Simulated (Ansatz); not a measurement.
# Phonon transport in C (Diamond, Fd-3m), part 3 of 3

Aim: the lattice thermal conductivity of C (Diamond) against temperature, and which phonons carry it.

Measurements to reproduce:
- thermal conductivity 2200 W/m/K near room temperature (given in “Predicting the lattice thermal conductivity of solids by solving the Boltzmann transport equation: AFLOW - AAPL an automated, accurate and efficient framework”, 2017, arXiv:1611.05481)

Ansatz 0.2.0; DFT LDA, scalar-relativistic, plane waves, PAW; PAW set soft_1.

So far, κ at 300 K (relaxation time) (W/m/K): step 6 (third-order constants on small settings) 2409. Also highest frequency (cm⁻¹): step 6 1344. The relaxed cell has a = 3.531 Å (conventional setting).

### 7. Third-order constants and the Boltzmann equation, third order supercell 4×4×4, atoms in the supercell 128

Pairs of atoms inside the cutoff are displaced in a supercell, the forces give the cubic constants, and these give the three-phonon rates of the Boltzmann equation.

input.yaml

```yaml
crystal:
  lattice:
    - [0.0, 1.7657338789, 1.7657338789]
    - [1.7657338789, 0.0, 1.7657338789]
    - [1.7657338789, 1.7657338789, 0.0]
  atoms:
    - { symbol: C, position: [0.0, 0.0, 0.0] }
    - { symbol: C, position: [0.25, 0.25, 0.25] }
kpoints:
  mp_grid: { grid: [12, 12, 12] }
hamiltonian:
  xc: lda
  pseudopotentials: { kind: paw, azcp: { folder: soft_1 }, xc_functional: pbe }
scf:
  occupations: { method: fixed }
  lower_state_search: "off"
output:
  eigenvalues: true
phonons:
  method: fd
  dielectric: false
  supercell: [4, 4, 4]
  temperatures: { t_max: 1000, t_step: 50 }
  qpath:
    path:
      - [[0.0, 0.0, 0.0], [0.5, 0.0, 0.5], [0.5, 0.25, 0.75], [0.375, 0.375, 0.75], [0.0, 0.0, 0.0], [0.5, 0.5, 0.5], [0.625, 0.25, 0.625], [0.5, 0.25, 0.75], [0.5, 0.5, 0.5], [0.375, 0.375, 0.75]]
      - [[0.625, 0.25, 0.625], [0.5, 0.0, 0.5]]
    npoints: 10
  third_order: { supercell: [4, 4, 4], pair_cutoff: 3.078 }
  lattice_thermal_conductivity:
    qmesh: [29, 29, 29]
    temperatures: [100.0, 150.0, 200.0, 300.0, 400.0, 500.0, 600.0, 800.0]
    isotope_mass_variance: [{ species: C, variance: 7.387e-05 }]
    solution: relaxation_time
```

On the command line:

```sh
$ ansatz run input.yaml --threads 18 --pin off --max-ram 92160MiB --backend cuda --events-out ev --progress --plain --runs-dir out --max-vram 78GiB
```

Numbers of over 12 decimals in the logs are rounded to 6 here.

The log of the run:

```text
[...]
Crystal: 128 atoms, lattice volume = 704.670 Å³
Basis set: ecut = 420 eV, 13803 PW (Γ)
Bands: 384, of which v1, the nominal top of the filled ones, is band 256 counted from 1 (255 counted from 0)
Symmetry: 3072 space group operations
k-points: 4 of 27
[...]
SCF iter   1: F=—  HF=-31103.390463 eV  |F-HF|=—  |Δ(HF+E_count)|=         —  Δρ=9.01e-8  dr2=1.68e-11  ethr=1.00e-12  ⟨swp⟩=3.0  Hψ=3557  notcnv=0
[...]
SCF iter   2: F=-31103.390463 eV  HF=-31103.390463 eV  |F-HF|=3.64e-12  |Δ(HF+E_count)|=  1.46e-11  Δρ=4.77e-8  dr2=4.57e-12  ethr=1.00e-12  ⟨swp⟩=2.0  Hψ=2576  notcnv=0
SCF 1 converged in 2 iterations: F = -31103.390463 eV  dr2 = 4.57e-12
[...]
Symmetry: 2 space group operations
k-points: 10 of 27 (time reversal used)
[...]
SCF iter   2: F=—  HF=-31103.390321 eV  |F-HF|=—  |Δ(HF+E_count)|=   1.21e-5  Δρ=4.42e-5  dr2=8.00e-6  ethr=8.05e-9  ⟨swp⟩=2.0  Hψ=4351  notcnv=0  defer=904
[...]
SCF iter   7: F=-31103.390318 eV  HF=-31103.390318 eV  |F-HF|=1.09e-11  |Δ(HF+E_count)|=  1.09e-11  Δρ=1.99e-8  dr2=2.23e-12  ethr=1.00e-12  ⟨swp⟩=5.0  Hψ=12304  notcnv=0
SCF 2 converged in 7 iterations: F = -31103.390318 eV  dr2 = 2.23e-12
[...]
SCF iter   1: F=—  HF=-31103.389844 eV  |F-HF|=—  |Δ(HF+E_count)|=         —  Δρ=1.15e-7  dr2=5.78e-11  ethr=3.99e-8  ⟨swp⟩=3.0  Hψ=8677  notcnv=0  defer=498
[...]
SCF iter   2: F=—  HF=-31103.390463 eV  |F-HF|=—  |Δ(HF+E_count)|=   6.19e-4  Δρ=8.13e-8  dr2=1.70e-11  ethr=1.00e-12  ⟨swp⟩=5.5  Hψ=5206  notcnv=0
SCF iter   3: F=-31103.390463 eV  HF=-31103.390463 eV  |F-HF|=0.00e0  |Δ(HF+E_count)|=  2.91e-11  Δρ=5.90e-8  dr2=8.96e-12  ethr=1.00e-12  ⟨swp⟩=1.0  Hψ=2609  notcnv=0
SCF 3 converged in 3 iterations: F = -31103.390463 eV  dr2 = 8.96e-12
[...]
SCF iter   1: F=—  HF=-31103.389824 eV  |F-HF|=—  |Δ(HF+E_count)|=         —  Δρ=8.54e-8  dr2=2.89e-11  ethr=3.98e-8  ⟨swp⟩=3.0  Hψ=13020  notcnv=0  defer=749
[...]
SCF 4 converged in 3 iterations: F = -31103.390463 eV  dr2 = 1.62e-11
[...]
ASR residual: 1.723e-4 → 0.000e0 eV/Å²; symmetrization residual: 7.522e-6 eV/Å²
  largest component of a force at the reference: 1.7e-17 eV/Å
  ASR residual per site (eV/Å²): 1.72e-4 1.72e-4
  Γ frequencies (cm⁻¹): 0.00 0.00 0.00 1322.60 1322.60 1322.60
[...]
842 force-constant blocks with the first atom in the home cell, fitted with 95 parameters over 10 symmetry orbits; no atom triplet left out
[...]
T (K)   relaxation time
      100.00        26384.6094
      150.00        11109.1380
      200.00         5282.8686
      300.00         2279.8248
      400.00         1534.2025
      500.00         1202.1042
      600.00         1004.8059
      800.00          768.6797
```

It took 80 s on 1 × NVIDIA GB200 with 18 threads of Arm Neoverse V2, shared host; peak memory 2.3 GiB; 14 min of CPU time.

Numbers from this step:

```yaml
zero_point_energy: 0.3674 eV/cell
highest_frequency: 1343 cm⁻¹
debye_temperature_from_the_second_moment: 1903 K
kappa_at_300_k_relaxation_time: 2280 W/m/K
mean_free_path_at_half_of_kappa: 684 nm
periodic_aliases_dropped: 0
largest_relative_sum_rule_correction: 0.09506
```

No LO-TO term. The phonon branches at the labelled points (cm⁻¹):

| point | branch 1 | branch 2 | branch 3 | branch 4 | branch 5 | branch 6 |
| --- | --- | --- | --- | --- | --- | --- |
| Γ | 0 | 0 | 0 | 1323 | 1323 | 1323 |
| X | 789 | 789 | 1097 | 1097 | 1219 | 1219 |
| W | 925 | 925 | 1015 | 1015 | 1186 | 1186 |
| K | 760 | 983 | 1023 | 1079 | 1113 | 1255 |
| Γ | 0 | 0 | 0 | 1323 | 1323 | 1323 |
| L | 551 | 551 | 1076 | 1230 | 1230 | 1266 |
| U | 760 | 983 | 1023 | 1079 | 1113 | 1255 |
| W | 925 | 925 | 1015 | 1015 | 1186 | 1186 |
| L | 551 | 551 | 1076 | 1230 | 1230 | 1266 |
| K | 760 | 983 | 1023 | 1079 | 1113 | 1255 |
| jump to U | 760 | 983 | 1023 | 1079 | 1113 | 1255 |
| X | 789 | 789 | 1097 | 1097 | 1219 | 1219 |

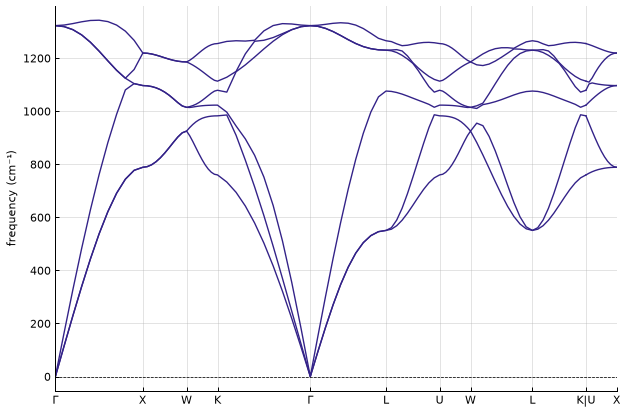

Phonon branches along the path.

The lattice thermal conductivity, RTA xx by temperature:

| temperature (K) | lattice thermal conductivity, RTA xx (W/m/K) |
| --- | --- |
| 100 | 26380 |
| 150 | 11110 |
| 200 | 5283 |
| 300 | 2280 |
| 400 | 1534 |
| 500 | 1202 |
| 600 | 1005 |
| 800 | 769 |

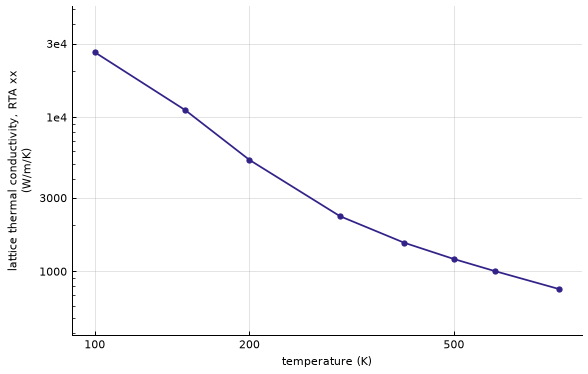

Lattice thermal conductivity, RTA xx, plotted against temperature.

Phonopy on the run's constants, 21x21x21 mesh, Gaussian sigma 10.0 cm⁻¹. Modes, C against wavenumber; read off at these points:

| wavenumber (cm⁻¹) | modes, C (1/cm⁻¹/cell) |
| --- | --- |
| 0.0 | 1.0e-5 |
| 50.0 | 0 |
| 100.0 | 7.0e-5 |
| 150.0 | 1.3e-4 |
| 200.0 | 7.2e-5 |
| 250.0 | 4.2e-4 |
| 300.0 | 4.2e-4 |
| 350.0 | 8.2e-4 |
| 400.0 | 0.00128 |
| 450.0 | 0.00157 |
| 500.0 | 0.00194 |
| 550.0 | 0.00387 |
| 600.0 | 0.00467 |
| 650.0 | 0.00478 |
| 700.0 | 0.00529 |
| 750.0 | 0.00588 |
| 766.8 | 0.00642 |
| 800.0 | 0.00578 |
| 850.0 | 0.00462 |
| 900.0 | 0.00428 |
| 950.0 | 0.00462 |
| 1000.0 | 0.00603 |
| 1022.8 | 0.00742 |
| 1050.0 | 0.00541 |
| 1100.0 | 0.00483 |
| 1150.0 | 0.00908 |
| 1200.0 | 0.0128 |
| 1243.5 | 0.0238 |
| 1250.0 | 0.0235 |
| 1300.0 | 0.00777 |
| 1350.0 | 0.00130 |

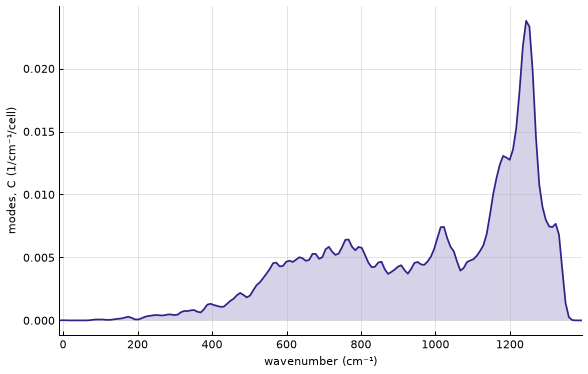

Modes, C, plotted against wavenumber.

Distinct triplets, nearest first. Third order norms, by row:

| sites | side 1 (Å) | side 2 (Å) | side 3 (Å) | norm of the 27 components (eV/Å³) |
| --- | --- | --- | --- | --- |
| C-C-C | 0 | 0 | 0 | 258.3 |
| C-C-C | 0 | 1.53 | 1.53 | 121.7 |
| C-C-C | 1.53 | 1.53 | 2.5 | 3.182 |
| C-C-C | 0 | 2.5 | 2.5 | 7.875 |
| C-C-C | 2.5 | 2.5 | 2.5 | 1.154 |
| C-C-C | 2.5 | 2.5 | 2.5 | 0.399 |
| C-C-C | 1.53 | 2.5 | 2.93 | 0.608 |
| C-C-C | 0 | 2.93 | 2.93 | 1.005 |
| C-C-C | 2.5 | 2.93 | 2.93 | 0.075 |
| C-C-C | 2.5 | 2.93 | 2.93 | 0.124 |

RTA, 300 K. Kappa by branch, by row:

| branch (by rank) | mean frequency (THz) | mean rms speed (km/s) | median lifetime (ps) | share of kappa |
| --- | --- | --- | --- | --- |
| 1 | 19.05 | 6.69 | 52.8 | 0.485 |
| 2 | 21.49 | 9.04 | 34.4 | 0.309 |
| 3 | 27.55 | 7.35 | 14 | 0.199 |
| 4 | 35.08 | 3.57 | 7.52 | 0.004 |
| 5 | 36.32 | 2.89 | 5.43 | 0.001 |
| 6 | 38.18 | 2.25 | 4.29 | 0 |

The spectral kappa at 300 K, relaxation time (W/m/K/THz) by frequency; read off at these points:

| frequency (THz) | spectral kappa at 300 K, relaxation time (W/m/K/THz) |
| --- | --- |
| 0.5 | 0 |
| 1.5 | 54.1 |
| 2.5 | 12.1 |
| 3.5 | 284 |
| 5.5 | 80.0 |
| 7.5 | 90.0 |
| 9.5 | 83.8 |
| 12.5 | 86.0 |
| 14.5 | 109 |
| 16.5 | 107 |
| 19.5 | 92.4 |
| 21.5 | 72.4 |
| 24.5 | 42.3 |
| 26.5 | 27.8 |
| 28.5 | 13.3 |
| 31.5 | 4.63 |
| 33.5 | 2.21 |
| 35.5 | 1.97 |
| 38.5 | 0.537 |
| 40.5 | 0.00327 |

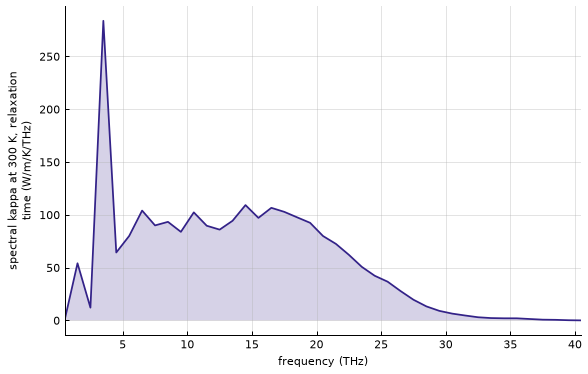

Spectral kappa at 300 K, relaxation time (W/m/K/THz) against frequency.

Relaxation-time solution. Share of κ carried by shorter paths against mean free path:

| mean free path (nm) | 100 K | 300 K | 800 K |
| --- | --- | --- | --- |
| 6.81 | 0 | 0 | 0.002 |
| 14.7 | 0 | 0 | 0.014 |
| 46.4 | 0 | 0.003 | 0.105 |
| 100 | 0 | 0.012 | 0.657 |
| 316 | 0 | 0.187 | 0.909 |
| 681 | 0 | 0.499 | 0.937 |
| 1470 | 0.001 | 0.658 | 0.957 |
| 4640 | 0.004 | 0.821 | 0.966 |
| 10000 | 0.011 | 0.851 | 1 |
| 21500 | 0.035 | 0.905 | 1 |
| 68100 | 0.14 | 1 | 1 |
| 1.5e5 | 0.276 | 1 | 1 |
| 4.6e5 | 0.601 | 1 | 1 |
| 1.0e6 | 0.601 | 1 | 1 |

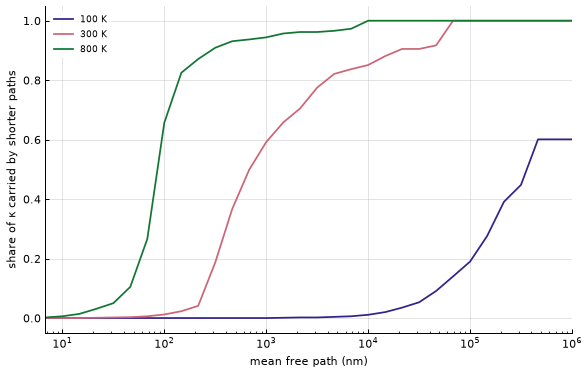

Share of κ carried by shorter paths against mean free path.

300 K; a sample spread over frequency. Mode lifetimes, by row, the first 40 of 90 rows:

| q1 | q2 | q3 | branch | frequency (THz) | rms speed (km/s) | three-phonon rate (1/ps) | isotope rate (1/ps) | lifetime (ps) | mean free path (nm) |
| --- | --- | --- | --- | --- | --- | --- | --- | --- | --- |
| 0 | 0 | 0.0345 | 1 | 1.94 | 11.52 | 6.67e-4 | 1.92e-7 | 1500 | 17300 |
| 0 | 0.0345 | -0.069 | 3 | 7.722 | 17.67 | 0.011 | 9.02e-5 | 90.5 | 1600 |
| 0.0345 | 0.1379 | -0.1034 | 1 | 10.48 | 9.98 | 0.00519 | 3.41e-4 | 181 | 1810 |
| 0.0345 | 0.1034 | 0.2414 | 2 | 12.04 | 11.22 | 0.0179 | 6.44e-4 | 53.9 | 605 |
| 0 | 0.069 | 0.2759 | 2 | 13.45 | 9.49 | 0.00913 | 0.00112 | 97.6 | 926 |
| 0.0345 | 0.1034 | -0.2414 | 1 | 14.4 | 7.17 | 0.00695 | 0.00161 | 117 | 838 |
| 0.1034 | 0.2069 | 0.3448 | 1 | 15.3 | 9.47 | 0.0129 | 0.00231 | 65.6 | 621 |
| 0.069 | 0.2069 | 0.3448 | 1 | 16.01 | 9.16 | 0.0175 | 0.00319 | 48.3 | 442 |
| 0.069 | 0.2414 | 0.3103 | 2 | 16.49 | 10.13 | 0.0278 | 0.00435 | 31.1 | 315 |
| 0.069 | 0.2069 | 0.3793 | 1 | 16.91 | 8.4 | 0.0169 | 0.0051 | 45.4 | 381 |
| 0 | 0.1034 | -0.4138 | 1 | 17.39 | 4.05 | 0.00559 | 0.00551 | 90.1 | 365 |
| 0.069 | 0.1379 | 0.4138 | 2 | 17.84 | 9.57 | 0.016 | 0.00595 | 45.5 | 436 |
| 0.0345 | 0.1724 | -0.3448 | 1 | 18.28 | 5.54 | 0.0072 | 0.00635 | 73.8 | 409 |
| 0.069 | 0.1724 | -0.2414 | 2 | 18.69 | 10.51 | 0.0233 | 0.00673 | 33.3 | 350 |
| 0.0345 | 0.2069 | -0.3448 | 1 | 19.19 | 5.66 | 0.00731 | 0.0073 | 68.5 | 387 |
| 0.069 | 0.2759 | -0.2414 | 1 | 19.58 | 6.92 | 0.00968 | 0.00769 | 57.6 | 398 |
| 0.1379 | 0.3103 | -0.1724 | 1 | 20.03 | 8.28 | 0.0161 | 0.00823 | 41 | 340 |
| 0.0345 | 0.1379 | -0.1724 | 3 | 20.42 | 12.58 | 0.0432 | 0.00871 | 19.3 | 243 |
| 0.0345 | 0.2759 | -0.4828 | 1 | 20.91 | 5.96 | 0.0122 | 0.00938 | 46.3 | 276 |
| 0.069 | 0.2414 | -0.2069 | 2 | 21.26 | 10.4 | 0.0311 | 0.00984 | 24.4 | 254 |
| 0.0345 | 0.3448 | 0.4483 | 1 | 21.67 | 5.88 | 0.0132 | 0.0105 | 42.3 | 249 |
| 0.069 | 0.3793 | 0.4483 | 1 | 22.05 | 5.94 | 0.0139 | 0.0112 | 39.9 | 237 |
| 0 | 0.2069 | 0.4483 | 2 | 22.39 | 10.23 | 0.0229 | 0.0117 | 28.9 | 296 |
| 0.1379 | 0.3103 | -0.1724 | 2 | 22.82 | 9.23 | 0.0273 | 0.0126 | 25.1 | 232 |
| 0.1379 | 0.3448 | -0.3103 | 1 | 23.12 | 7.35 | 0.012 | 0.0133 | 39.5 | 290 |
| 0.0345 | 0.4483 | 0.4828 | 2 | 23.42 | 2.88 | 0.00667 | 0.0143 | 47.7 | 138 |
| 0.0345 | 0.1034 | -0.2414 | 3 | 23.78 | 12.55 | 0.056 | 0.0131 | 14.5 | 182 |
| 0.1379 | 0.4138 | -0.2759 | 1 | 24.16 | 7.04 | 0.0107 | 0.0121 | 43.9 | 309 |
| 0.1379 | 0.4138 | -0.3793 | 1 | 24.66 | 7.13 | 0.012 | 0.0116 | 42.5 | 303 |
| 0 | 0.2069 | 0.3448 | 3 | 25.08 | 10 | 0.0549 | 0.0113 | 15.1 | 151 |
| 0.1379 | 0.3103 | -0.4138 | 2 | 25.53 | 8.32 | 0.0248 | 0.0112 | 27.8 | 231 |
| 0.0345 | 0.2414 | -0.2414 | 3 | 26.11 | 7.28 | 0.0666 | 0.0113 | 12.8 | 93.5 |
| 0.1034 | 0.2414 | 0.4483 | 3 | 26.68 | 7.77 | 0.0638 | 0.0114 | 13.3 | 103 |
| 0 | 0.1034 | 0.3793 | 3 | 27.12 | 10.4 | 0.0691 | 0.012 | 12.3 | 128 |
| 0.0345 | 0.3793 | -0.4138 | 2 | 27.71 | 8.35 | 0.0135 | 0.0128 | 38.1 | 318 |
| 0 | 0.2414 | -0.3103 | 3 | 28.21 | 8.26 | 0.0653 | 0.0141 | 12.6 | 104 |
| 0.1034 | 0.2759 | -0.4828 | 3 | 28.73 | 5.72 | 0.0619 | 0.0148 | 13 | 74.7 |
| 0.0345 | 0.3448 | 0.3793 | 3 | 29.2 | 10.39 | 0.0649 | 0.0154 | 12.5 | 129 |
| 0.069 | 0.3103 | -0.4483 | 3 | 29.67 | 2.94 | 0.0549 | 0.0177 | 13.8 | 40.4 |
| 0.069 | 0.2069 | -0.4828 | 3 | 30.07 | 6.56 | 0.0604 | 0.0221 | 12.1 | 79.5 |

Without the LO-TO term. Gamma linewidths, by row:

| branch | frequency (cm⁻¹) | three-phonon rate (1/ps) | isotope rate (1/ps) | FWHM (cm⁻¹) |
| --- | --- | --- | --- | --- |
| 4 | 1323 | 0.214 | 0.0385 | 1.34 |
| 5 | 1323 | 0.214 | 0.0385 | 1.34 |
| 6 | 1323 | 0.214 | 0.0385 | 1.34 |

W/m/K, third of the trace; RTA populations with a boundary rate v/L added to each mode (Matthiessen's rule). Kappa by grain size, by row:

| T (K) | bulk | 10 nm | 30 nm | 100 nm | 300 nm | 1000 nm | 10000 nm | 100000 nm |
| --- | --- | --- | --- | --- | --- | --- | --- | --- |
| 100 | 26380 | 2.639 | 7.887 | 25.97 | 75.68 | 235.2 | 1694 | 7660 |
| 300 | 2280 | 41.76 | 115.4 | 315.4 | 660.9 | 1147 | 1848 | 2166 |
| 600 | 1005 | 79.68 | 194.3 | 416.1 | 645 | 823.5 | 960.3 | 997.5 |

W/m/K, third of the trace; RTA populations with the isotope rates scaled. Kappa by mass disorder, by row:

| T (K) | no isotopes | as typed | variance x 3 | variance x 10 | variance x 30 |
| --- | --- | --- | --- | --- | --- |
| 100 | 44470 | 26380 | 18380 | 10580 | 5654 |
| 300 | 2808 | 2280 | 1858 | 1365 | 959.5 |
| 600 | 1143 | 1005 | 847.4 | 614.6 | 416.7 |

At 300 K the relaxation-time value is 2280 W/(m K).

### 8. Levels and costs side by side

Ladder, by row:

| cells or q mesh | k mesh | pair cutoff | atoms in the supercell | q-mesh of the transport sums | κ at 300 K (relaxation time) (W/m/K) | κ at 300 K (full solution) (W/m/K) | core-minutes |
| --- | --- | --- | --- | --- | --- | --- | --- |
| 3x3x3 | 12x12x12 | 3.078 | 54 | 17×17×17 | 2409 | 2925 | 8.6 |
| 4x4x4 | 12x12x12 | 3.078 | 128 | 29×29×29 | 2280 | - | 14.3 |

### 9. Outcome

- highest frequency: 1343 cm⁻¹
- Debye temperature from the second moment: 1903 K
- κ at 300 K (relaxation time): 2280 W/m/K
- mean free path at half of κ: 684 nm
- share of κ above the three lowest branches: 0.006

What this shows: The lattice of C (Diamond) conducts 2280 W/(m K) at 300 K by LDA (mean over directions). Above 300 K the relaxation-time κ falls as T^-1.10, near the 1/T law of three-phonon scattering. Grains of 100 nm would keep 14 % of the bulk value at 300 K, and grains of 1 µm 50 %. Removing the natural isotope disorder raises κ at 300 K by 23 %. The first rung (54 atoms, cutoff 3.08 Å) gave 2409 W/(m K) by relaxation time for 0.60 times the cost of the last; the two share the cutoff and differ in supercell or meshes, so the cutoff itself is not tested. A measured thermal conductivity near room temperature is 2200 W/m/K (arXiv:1611.05481); the calculated 2280 W/m/K differs by +4 %. Part of this agreement may be a cancellation, since four-phonon scattering and the shift of frequencies with temperature are both left out, and a relaxation-time value usually lies below the full solution. The last run computed the relaxation-time solution alone; it counts normal processes as resistive, so the full solution usually lies higher: on an earlier rung it gave 2925 against 2409 W/(m K). The sum rules changed one orbit of cubic constants by up to 10 %. The conductivities include the coherence part between close branches; the shares for grains, isotopes, branches and paths are of the relaxation-time populations alone. Cubic couplings among atoms farther apart than the pair cutoff are dropped, and neither the cutoff nor the q-mesh was shown to be converged here. The PAW files were made for PBE and are used here under another functional, for which the program regenerates the frozen cores.

[Logs are printed without paths, hosts, clocks, repeated set-up lines and the standing remarks that a program may print on its own settings, such as how far it seeks lower states.]

[Hosts, paths, dates, database ids (printed as entryN), source tags and the programs' standing remarks are cut or masked in the printed files.]

[A step with changed settings may run another functional than the one named; its input shows which.]

[Pressures of single members of a volume series are the stress at the run's cutoff; with an incomplete basis they can lie off −dE/dV of the same runs, and they are not shown converged.]
